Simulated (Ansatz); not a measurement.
# C₂₈H₃₀: a spread of methods and bases

Aim: run C₂₈H₃₀ under a spread of inputs, and see what each costs and gives.

Method: the settings change from run to run; program: Ansatz 0.2.0, Gaussian basis.

### Step 1. The geometry

The geometry comes from an earlier relaxation with PBE-D4/def2-SVP; it is a stationary point, not always the lowest conformer.

SMILES `C=C/C=C/C=C/C=C/C=C/C=C/C=C/C=C/C=C/C=C/C=C/C=C/C=C/C=C`, 58 atoms, charge 0, spin multiplicity 1.

Atoms are counted from 1 here; the program's logs count them from 0.

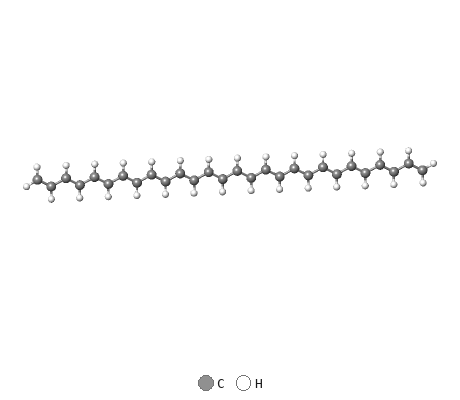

The geometry (carbon grey, hydrogen white).

Geometry (Å):

```xyz
58
charge 0, multiplicity 1
C    16.4320    1.4931   -2.9263
C    15.2752    0.7844   -2.8401
C    13.9961    1.3406   -2.4762
C    12.8295    0.6162   -2.3919
C    11.5593    1.1620   -2.0327
C    10.3880    0.4342   -1.9489
C     9.1228    0.9796   -1.5909
C     7.9473    0.2528   -1.5069
C     6.6856    0.7999   -1.1494
C     5.5073    0.0748   -1.0647
C     4.2480    0.6235   -0.7069
C     3.0678   -0.1004   -0.6216
C     1.8099    0.4492   -0.2635
C     0.6290   -0.2742   -0.1779
C    -0.6286    0.2754    0.1805
C    -1.8094   -0.4483    0.2658
C    -3.0675    0.1008    0.6241
C    -4.2475   -0.6235    0.7087
C    -5.5069   -0.0756    1.0670
C    -6.6852   -0.8009    1.1505
C    -7.9469   -0.2545    1.5089
C    -9.1225   -0.9812    1.5914
C   -10.3875   -0.4360    1.9503
C   -11.5594   -1.1632    2.0316
C   -12.8294   -0.6171    2.3917
C   -13.9970   -1.3401    2.4726
C   -15.2758   -0.7829    2.8361
C   -16.4340   -1.4897    2.9179
H    16.4553    2.5743   -2.7116
H    17.3821    1.0149   -3.2068
H    15.2946   -0.2988   -3.0607
H    13.9617    2.4228   -2.2524
H    12.8680   -0.4660   -2.6167
H    11.5192    2.2436   -1.8074
H    10.4280   -0.6476   -2.1743
H     9.0830    2.0612   -1.3656
H     7.9862   -0.8289   -1.7327
H     6.6475    1.8816   -0.9238
H     5.5446   -1.0070   -1.2904
H     4.2112    1.7053   -0.4814
H     3.1041   -1.1821   -0.8475
H     1.7738    1.5310   -0.0376
H     0.6650   -1.3559   -0.4040
H    -0.6648    1.3571    0.4066
H    -1.7731   -1.5299    0.0393
H    -3.1042    1.1824    0.8507
H    -4.2104   -1.7050    0.4818
H    -5.5445    1.0059    1.2940
H    -6.6470   -1.8823    0.9232
H    -7.9857    0.8269    1.7364
H    -9.0831   -2.0623    1.3636
H   -10.4272    0.6453    2.1780
H   -11.5201   -2.2442    1.8035
H   -12.8667    0.4645    2.6194
H   -13.9640   -2.4216    2.2453
H   -15.2934    0.2994    3.0610
H   -16.4577   -2.5715    2.7060
H   -17.3825   -1.0119    3.2046
```

### Step 2. LC-wPBE/6-31G*

This run has multiplicity 3, coordinates scaled by 0.92, density fitting with def2-universal-jkfit, relativity set to scalar.

The input, in.yaml:

```yaml
crystal:
  periodic: [false, false, false]
  atoms:
    - {symbol: C, position_ang: [15.117397, 1.373617, -2.692161]}
    - {symbol: C, position_ang: [14.053204, 0.721641, -2.612872]}
    - {symbol: C, position_ang: [12.876381, 1.233343, -2.278124]}
    - {symbol: C, position_ang: [11.803174, 0.566880, -2.200575]}
    - {symbol: C, position_ang: [10.634533, 1.069036, -1.870052]}
    - {symbol: C, position_ang: [9.556917, 0.399461, -1.793004]}
    - {symbol: C, position_ang: [8.392934, 0.901192, -1.463626]}
    - {symbol: C, position_ang: [7.311534, 0.232567, -1.386335]}
    - {symbol: C, position_ang: [6.150792, 0.735887, -1.057420]}
    - {symbol: C, position_ang: [5.066677, 0.068814, -0.979554]}
    - {symbol: C, position_ang: [3.908162, 0.573633, -0.650386]}
    - {symbol: C, position_ang: [2.822408, -0.092333, -0.571876]}
    - {symbol: C, position_ang: [1.665102, 0.413300, -0.242431]}
    - {symbol: C, position_ang: [0.578667, -0.252275, -0.163645]}
    - {symbol: C, position_ang: [-0.578321, 0.253369, 0.166046]}
    - {symbol: C, position_ang: [-1.664667, -0.412401, 0.244554]}
    - {symbol: C, position_ang: [-2.822134, 0.092716, 0.574206]}
    - {symbol: C, position_ang: [-3.907709, -0.573648, 0.651970]}
    - {symbol: C, position_ang: [-5.066378, -0.069514, 0.981629]}
    - {symbol: C, position_ang: [-6.150394, -0.736866, 1.058501]}
    - {symbol: C, position_ang: [-7.311138, -0.234096, 1.388226]}
    - {symbol: C, position_ang: [-8.392674, -0.902662, 1.464128]}
    - {symbol: C, position_ang: [-9.556534, -0.401141, 1.794259]}
    - {symbol: C, position_ang: [-10.634682, -1.070131, 1.869111]}
    - {symbol: C, position_ang: [-11.803008, -0.567704, 2.200346]}
    - {symbol: C, position_ang: [-12.877207, -1.232922, 2.274782]}
    - {symbol: C, position_ang: [-14.053710, -0.720281, 2.609233]}
    - {symbol: C, position_ang: [-15.119249, -1.370536, 2.684499]}
    - {symbol: H, position_ang: [15.138850, 2.368317, -2.494636]}
    - {symbol: H, position_ang: [15.991558, 0.933673, -2.950226]}
    - {symbol: H, position_ang: [14.071035, -0.274850, -2.815809]}
    - {symbol: H, position_ang: [12.844722, 2.228941, -2.072231]}
    - {symbol: H, position_ang: [11.838572, -0.428689, -2.407323]}
    - {symbol: H, position_ang: [10.597640, 2.064120, -1.662782]}
    - {symbol: H, position_ang: [9.593803, -0.595770, -2.000387]}
    - {symbol: H, position_ang: [8.356392, 1.896349, -1.256360]}
    - {symbol: H, position_ang: [7.347282, -0.762603, -1.594054]}
    - {symbol: H, position_ang: [6.115697, 1.731077, -0.849938]}
    - {symbol: H, position_ang: [5.101027, -0.926412, -1.187152]}
    - {symbol: H, position_ang: [3.874317, 1.568871, -0.442865]}
    - {symbol: H, position_ang: [2.855778, -1.087531, -0.779741]}
    - {symbol: H, position_ang: [1.631893, 1.408500, -0.034608]}
    - {symbol: H, position_ang: [0.611822, -1.247449, -0.371639]}
    - {symbol: H, position_ang: [-0.611593, 1.248534, 0.374055]}
    - {symbol: H, position_ang: [-1.631228, -1.407480, 0.036171]}
    - {symbol: H, position_ang: [-2.855880, 1.087785, 0.782624]}
    - {symbol: H, position_ang: [-3.873579, -1.568621, 0.443234]}
    - {symbol: H, position_ang: [-5.100956, 0.925435, 1.190519]}
    - {symbol: H, position_ang: [-6.115260, -1.731693, 0.849304]}
    - {symbol: H, position_ang: [-7.346833, 0.760745, 1.597512]}
    - {symbol: H, position_ang: [-8.356453, -1.897337, 1.254515]}
    - {symbol: H, position_ang: [-9.592983, 0.593670, 2.003735]}
    - {symbol: H, position_ang: [-10.598532, -2.064694, 1.659231]}
    - {symbol: H, position_ang: [-11.837402, 0.427327, 2.409850]}
    - {symbol: H, position_ang: [-12.846853, -2.227892, 2.065696]}
    - {symbol: H, position_ang: [-14.069945, 0.275429, 2.816108]}
    - {symbol: H, position_ang: [-15.141091, -2.365746, 2.489482]}
    - {symbol: H, position_ang: [-15.991911, -0.930982, 2.948277]}
basis:
  gaussian: {orbitals: "6-31G*", fitting: {mean_field: def2-universal-jkfit}}
magnetization: {spin_polarized: true, initial_magnetization: 2}
hamiltonian: {xc: {name: LC-wPBE}, pseudopotentials: {relativity: scalar}}
scf: {omitted_lower_state_checks: [starts]}
output: {forces: true}
```

Command:

```bash
ansatz run in.yaml --threads 2 --pin off --events-out ev --progress --plain --max-ram 31744MiB --backend cuda --devices 0, --max-vram 18GiB
```

What it wrote (excerpt; [...] marks lines left out):

```text
Functional definition: LC-wPBE
  name "LC-wPBE"
  cite "Vydrov & Scuseria, J. Chem. Phys. 125, 234109 (2006) doi:10.1063/1.2409292"
  cite "Heyd & Scuseria, J. Chem. Phys. 120, 7274 (2004) doi:10.1063/1.1668634"
  cite "Ernzerhof & Perdew, J. Chem. Phys. 109, 3313 (1998) doi:10.1063/1.476928"
  cite "Perdew, Burke & Ernzerhof, Phys. Rev. Lett. 77, 3865 (1996) doi:10.1103/PhysRevLett.77.3865"
  parent pbe
[...]
2640 factors; integrals over basis functions are off by at most 5.5e-2 eV
2640 factors; integrals over basis functions are off by at most 6.3e-7 eV
[...]
mean field -29494.90919884 eV, -1083.9179206899 hartree, gradient 6.8e-7 eV, S^2 2.573762; 0 other end points of the search recorded, 0 dependent functions left out
[...]
reference -29494.90919886 eV, -1083.9179206904 hartree; 100, 98 occupied and 380, 382 virtual orbitals, 2640 factors
Total energy: -29494.90919886 eV, -1083.9179206904 hartree
Relativity: scalar
Atom 0 at    15.117397     1.373617    -2.692161 Å, force     3.219553     1.797484    -0.268710 eV/Å
Atom 1 at    14.053204     0.721641    -2.612872 Å, force    -0.210436    -2.905303    -0.543650 eV/Å
Atom 2 at    12.876381     1.233343    -2.278124 Å, force     0.137316     2.699553     0.514238 eV/Å
Atom 3 at    11.803174     0.566880    -2.200575 Å, force    -0.058855    -2.659188    -0.520714 eV/Å
[...]
Atom 42 at     0.611822    -1.247449    -0.371639 Å, force     0.066475    -3.204272    -0.661637 eV/Å
Atom 43 at    -0.611593     1.248534     0.374055 Å, force    -0.066751     3.204183     0.662050 eV/Å
Atom 44 at    -1.631228    -1.407480     0.036171 Å, force     0.072395    -3.194911    -0.661852 eV/Å
Atom 45 at    -2.855880     1.087785     0.782624 Å, force    -0.081181     3.210043     0.667143 eV/Å
Atom 46 at    -3.873579    -1.568621     0.443234 Å, force     0.089705    -3.193051    -0.665882 eV/Å
Atom 47 at    -5.100956     0.925435     1.190519 Å, force    -0.098592     3.208711     0.671325 eV/Å
Atom 48 at    -6.115260    -1.731693     0.849304 Å, force     0.104552    -3.195118    -0.669962 eV/Å
Atom 49 at    -7.346833     0.760745     1.597512 Å, force    -0.111781     3.205595     0.674118 eV/Å
Atom 50 at    -8.356453    -1.897337     1.254515 Å, force     0.115013    -3.196589    -0.672868 eV/Å
Atom 51 at    -9.592983     0.593670     2.003735 Å, force    -0.120246     3.202804     0.676246 eV/Å
Atom 52 at   -10.598532    -2.064694     1.659231 Å, force     0.119502    -3.197565    -0.674726 eV/Å
Atom 53 at   -11.837402     0.427327     2.409850 Å, force    -0.119769     3.197620     0.675634 eV/Å
Atom 54 at   -12.846853    -2.227892     2.065696 Å, force     0.097528    -3.197946    -0.671486 eV/Å
Atom 55 at   -14.069945     0.275429     2.816108 Å, force    -0.084342     3.195492     0.667135 eV/Å
Atom 56 at   -15.141091    -2.365746     2.489482 Å, force    -0.187820    -3.227711    -0.622866 eV/Å
Atom 57 at   -15.991911    -0.930982     2.948277 Å, force    -2.939111     1.335285     0.847007 eV/Å
Dipole moment:     0.001152    -0.000273     0.001292 e Å
Checks for a lower state left out: starts
```

Run time: 34 s. Hardware: 1 × H100 (card shared with other runs) with 2 threads of AMD EPYC 7R13, shared host; peak host memory 1.6 GiB.

Largest force 6.124 eV/Å, dipole 0.01 D, ⟨S²⟩ 2.574. The spin excess of 0.57 shows a contaminated determinant.

### Step 3. wB97/def2-mTZVP

Options: charge +1, multiplicity 2, density fitting with def2-universal-jkfit, relativity set to none, high accuracy.

The input, in.yaml:

```yaml
crystal:
  periodic: [false, false, false]
  atoms:
    - {symbol: C, position_ang: [16.431953, 1.493061, -2.926262]}
    - {symbol: C, position_ang: [15.275222, 0.784393, -2.840078]}
    - {symbol: C, position_ang: [13.996066, 1.340591, -2.476221]}
    - {symbol: C, position_ang: [12.829537, 0.616174, -2.391929]}
    - {symbol: C, position_ang: [11.559275, 1.161996, -2.032666]}
    - {symbol: C, position_ang: [10.387953, 0.434196, -1.948917]}
    - {symbol: C, position_ang: [9.122754, 0.979557, -1.590898]}
    - {symbol: C, position_ang: [7.947320, 0.252790, -1.506886]}
    - {symbol: C, position_ang: [6.685643, 0.799877, -1.149370]}
    - {symbol: C, position_ang: [5.507258, 0.074798, -1.064732]}
    - {symbol: C, position_ang: [4.248002, 0.623515, -0.706941]}
    - {symbol: C, position_ang: [3.067835, -0.100362, -0.621605]}
    - {symbol: C, position_ang: [1.809894, 0.449239, -0.263512]}
    - {symbol: C, position_ang: [0.628986, -0.274212, -0.177875]}
    - {symbol: C, position_ang: [-0.628610, 0.275401, 0.180485]}
    - {symbol: C, position_ang: [-1.809421, -0.448262, 0.265820]}
    - {symbol: C, position_ang: [-3.067537, 0.100779, 0.624137]}
    - {symbol: C, position_ang: [-4.247510, -0.623530, 0.708664]}
    - {symbol: C, position_ang: [-5.506933, -0.075559, 1.066988]}
    - {symbol: C, position_ang: [-6.685211, -0.800941, 1.150545]}
    - {symbol: C, position_ang: [-7.946889, -0.254452, 1.508941]}
    - {symbol: C, position_ang: [-9.122471, -0.981154, 1.591443]}
    - {symbol: C, position_ang: [-10.387537, -0.436023, 1.950281]}
    - {symbol: C, position_ang: [-11.559437, -1.163186, 2.031643]}
    - {symbol: C, position_ang: [-12.829357, -0.617069, 2.391680]}
    - {symbol: C, position_ang: [-13.996964, -1.340133, 2.472589]}
    - {symbol: C, position_ang: [-15.275772, -0.782914, 2.836123]}
    - {symbol: C, position_ang: [-16.433966, -1.489713, 2.917933]}
    - {symbol: H, position_ang: [16.455271, 2.574257, -2.711561]}
    - {symbol: H, position_ang: [17.382128, 1.014862, -3.206767]}
    - {symbol: H, position_ang: [15.294603, -0.298750, -3.060662]}
    - {symbol: H, position_ang: [13.961654, 2.422762, -2.252425]}
    - {symbol: H, position_ang: [12.868014, -0.465967, -2.616656]}
    - {symbol: H, position_ang: [11.519174, 2.243609, -1.807372]}
    - {symbol: H, position_ang: [10.428047, -0.647577, -2.174333]}
    - {symbol: H, position_ang: [9.083035, 2.061249, -1.365609]}
    - {symbol: H, position_ang: [7.986176, -0.828916, -1.732667]}
    - {symbol: H, position_ang: [6.647496, 1.881605, -0.923845]}
    - {symbol: H, position_ang: [5.544595, -1.006970, -1.290383]}
    - {symbol: H, position_ang: [4.211215, 1.705295, -0.481375]}
    - {symbol: H, position_ang: [3.104106, -1.182099, -0.847545]}
    - {symbol: H, position_ang: [1.773797, 1.530979, -0.037617]}
    - {symbol: H, position_ang: [0.665024, -1.355923, -0.403955]}
    - {symbol: H, position_ang: [-0.664774, 1.357103, 0.406582]}
    - {symbol: H, position_ang: [-1.773073, -1.529869, 0.039316]}
    - {symbol: H, position_ang: [-3.104217, 1.182375, 0.850678]}
    - {symbol: H, position_ang: [-4.210412, -1.705022, 0.481777]}
    - {symbol: H, position_ang: [-5.544517, 1.005907, 1.294042]}
    - {symbol: H, position_ang: [-6.647022, -1.882275, 0.923156]}
    - {symbol: H, position_ang: [-7.985688, 0.826897, 1.736427]}
    - {symbol: H, position_ang: [-9.083101, -2.062323, 1.363603]}
    - {symbol: H, position_ang: [-10.427155, 0.645293, 2.177973]}
    - {symbol: H, position_ang: [-11.520143, -2.244232, 1.803512]}
    - {symbol: H, position_ang: [-12.866741, 0.464486, 2.619402]}
    - {symbol: H, position_ang: [-13.963970, -2.421621, 2.245322]}
    - {symbol: H, position_ang: [-15.293418, 0.299380, 3.060987]}
    - {symbol: H, position_ang: [-16.457708, -2.571463, 2.705959]}
    - {symbol: H, position_ang: [-17.382512, -1.011937, 3.204648]}
basis:
  gaussian: {orbitals: def2-mTZVP, fitting: {mean_field: def2-universal-jkfit}}
total_charge: 1
magnetization: {spin_polarized: true, initial_magnetization: 1}
hamiltonian: {xc: {name: wB97}, pseudopotentials: {relativity: none}}
accuracy: high
scf: {omitted_lower_state_checks: [starts]}
```

The command is unchanged.

What it wrote (excerpt; [...] marks lines left out):

```text
Functional definition: wB97
  name "wB97"
  cite "Chai & Head-Gordon, J. Chem. Phys. 128, 084106 (2008) doi:10.1063/1.2834918"
  cite "Becke, J. Chem. Phys. 107, 8554 (1997) doi:10.1063/1.475007"
[...]
  # The coefficients of nought are those of the uniform gas.
[...]
      + integral(e_c_pw_opposite_spin*poly(b97_u_opposite, 1, cos1, cos2, cos3, cos4))
[...]
2640 factors; integrals over basis functions are off by at most 3.4e-1 eV
2640 factors; integrals over basis functions are off by at most 2.6e-6 eV
[...]
mean field -29514.64175647 eV, -1084.6430788077 hartree, gradient 9.9e-8 eV, S^2 1.885698; 0 other end points of the search recorded, 0 dependent functions left out
reference -29514.64175309 eV, -1084.6430786833 hartree; 99, 98 occupied and 523, 524 virtual orbitals, 2640 factors
Total energy: -29514.64175309 eV, -1084.6430786833 hartree
Checks for a lower state left out: starts
```

It took 80 s on 1 × H100 (card shared with other runs) with 2 threads of AMD EPYC 7R13, shared host; peak host memory 3.5 GiB.

⟨S²⟩ 1.886. The spin excess of 1.14 shows a contaminated determinant.

### Step 4. BHLYP/cc-pVDZ

Options: density fitting with def2-universal-jkfit, a grid of angular degree 11, D3(BJ) with three-body dispersion.

in.yaml, as its differences from that of step 3:

```diff
@@ -62,7 +62,5 @@
 basis:
-  gaussian: {orbitals: def2-mTZVP, fitting: {mean_field: def2-universal-jkfit}}
-total_charge: 1
-magnetization: {spin_polarized: true, initial_magnetization: 1}
-hamiltonian: {xc: {name: wB97}, pseudopotentials: {relativity: none}}
-accuracy: high
+  gaussian: {orbitals: cc-pVDZ, fitting: {mean_field: def2-universal-jkfit}, final_grid: {core_spheres: 5, valence_spheres: 4, degree: 11}}
+hamiltonian: {xc: {name: BHLYP}, dispersion: d3bjatm}
 scf: {omitted_lower_state_checks: [starts]}
+output: {forces: true}
```

Launched as before.

What it wrote (excerpt; [...] marks lines left out):

```text
Functional definition: BHLYP
  name "BHLYP"
  cite "Becke, J. Chem. Phys. 98, 1372 (1993) doi:10.1063/1.464304"
  cite "Becke, Phys. Rev. A 38, 3098 (1988) doi:10.1103/PhysRevA.38.3098"
  cite "Lee, Yang & Parr, Phys. Rev. B 37, 785 (1988) doi:10.1103/PhysRevB.37.785"
[...]
2640 factors; integrals over basis functions are off by at most 2.5e-1 eV
[...]
mean field -29503.68868124 eV, -1084.2405607171 hartree, gradient 7.3e-5 eV, S^2 0.000000; 0 other end points of the search recorded, 0 dependent functions left out
[...]
reference -29503.68896691 eV, -1084.2405712151 hartree; 99, 99 occupied and 443, 443 virtual orbitals, 2640 factors
Total energy: -29505.70299459 eV, -1084.3145853673 hartree
Atom 0 at    16.431953     1.493061    -2.926262 Å, force    -0.702813    -0.469034     0.065470 eV/Å
[...]
Atom 49 at    -7.985688     0.826897     1.736427 Å, force     0.011550    -0.570136    -0.118188 eV/Å
Atom 50 at    -9.083101    -2.062323     1.363603 Å, force    -0.013337     0.569488     0.119511 eV/Å
Atom 51 at   -10.427155     0.645293     2.177973 Å, force     0.013690    -0.570193    -0.117977 eV/Å
Atom 52 at   -11.520143    -2.244232     1.803512 Å, force    -0.013759     0.568955     0.119966 eV/Å
Atom 53 at   -12.866741     0.464486     2.619402 Å, force     0.010334    -0.570995    -0.118545 eV/Å
Atom 54 at   -13.963970    -2.421621     2.245322 Å, force    -0.003326     0.568088     0.117851 eV/Å
Atom 55 at   -15.293418     0.299380     3.060987 Å, force    -0.041315    -0.581921    -0.114737 eV/Å
Atom 56 at   -16.457708    -2.571463     2.705959 Å, force     0.063400     0.590802     0.094822 eV/Å
Atom 57 at   -17.382512    -1.011937     3.204648 Å, force     0.545915    -0.260322    -0.171121 eV/Å
Dipole moment:     0.000780    -0.000237     0.001249 e Å
Checks for a lower state left out: starts
```

Run time: 4.1 s. Hardware: 1 × H100 (card shared with other runs) with 2 threads of AMD EPYC 7R13, shared host; peak host memory 1.2 GiB.

Largest force 1.495 eV/Å, dipole 0.01 D.

### Step 5. revPBE/aug-cc-pVDZ

Set apart from the defaults: density fitting with def2-universal-jkfit, a point charge of 0.50 e beside it, D3(BJ) with three-body dispersion, relativity set to scalar.

in.yaml, as its differences from that of step 4:

```diff
@@ -62,5 +62,4 @@
 basis:
-  gaussian: {orbitals: cc-pVDZ, fitting: {mean_field: def2-universal-jkfit}, final_grid: {core_spheres: 5, valence_spheres: 4, degree: 11}}
-hamiltonian: {xc: {name: BHLYP}, dispersion: d3bjatm}
+  gaussian: {orbitals: aug-cc-pVDZ, fitting: {mean_field: def2-universal-jkfit}, point_charges: [{charge: 0.50, position_ang: [21.646, -0.990, 0.538]}]}
+hamiltonian: {xc: {name: revPBE}, dispersion: d3bjatm, pseudopotentials: {relativity: scalar}}
 scf: {omitted_lower_state_checks: [starts]}
-output: {forces: true}
```

Same command.

What it wrote (excerpt; [...] marks lines left out):

```text
Functional definition: revPBE
  name "revPBE"
  cite "Zhang & Yang, Phys. Rev. Lett. 80, 890 (1998) doi:10.1103/PhysRevLett.80.890"
  cite "Perdew, Burke & Ernzerhof, Phys. Rev. Lett. 77, 3865 (1996) doi:10.1103/PhysRevLett.77.3865"
[...]
2640 factors; integrals over basis functions are off by at most 2.5e-1 eV
[...]
mean field -29527.65684112 eV, -1085.1213743466 hartree, gradient 3.4e-5 eV, S^2 0.000000; 0 other end points of the search recorded, 0 dependent functions left out
reference -29527.65727941 eV, -1085.1213904533 hartree; 99, 99 occupied and 815, 815 virtual orbitals, 2640 factors
Total energy: -29531.56407538 eV, -1085.2649625570 hartree
Relativity: scalar
Checks for a lower state left out: starts
```

It took 13 s on 1 × H100 (card shared with other runs) with 2 threads of AMD EPYC 7R13, shared host; peak host memory 1.2 GiB.

### Step 6. All runs side by side

```
             level  charge  multiplicity               geometry  functions  energy (eV)   time
    LC-wPBE/6-31G*       0             3                 scaled        480   -29494.909   34 s
   wB97/def2-mTZVP       1             2                relaxed        622   -29514.642   80 s
     BHLYP/cc-pVDZ       0             1                relaxed        542   -29505.703  4.1 s
revPBE/aug-cc-pVDZ       0             1  relaxed, point charge        914   -29531.564   13 s
```

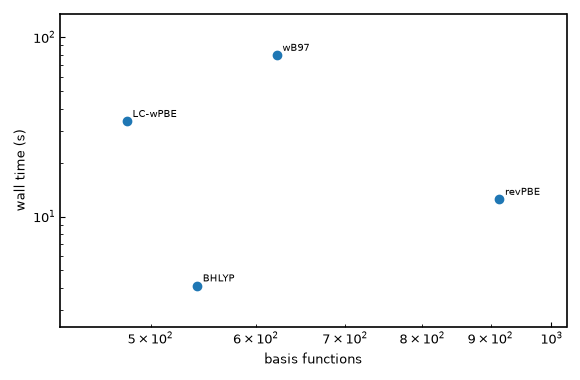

Wall time against the number of basis functions (shared host).

### Step 7. Summary of results

| quantity | value |
| --- | --- |
| runs | 4 |
| quickest | BHLYP/cc-pVDZ, 4.1 s |
| slowest | wB97/def2-mTZVP, 80 s |

**Reading.** The runs differ in state or geometry as well as level, so their energies can't be set against each other. wB97/def2-mTZVP took 19 times as long as BHLYP/cc-pVDZ. The jobs differ in tasks and options as well as level. At the PBE-D4/def2-SVP geometry and in the same state, runs without warnings or point charges leave forces up to 1.50 eV/Å (BHLYP/cc-pVDZ).
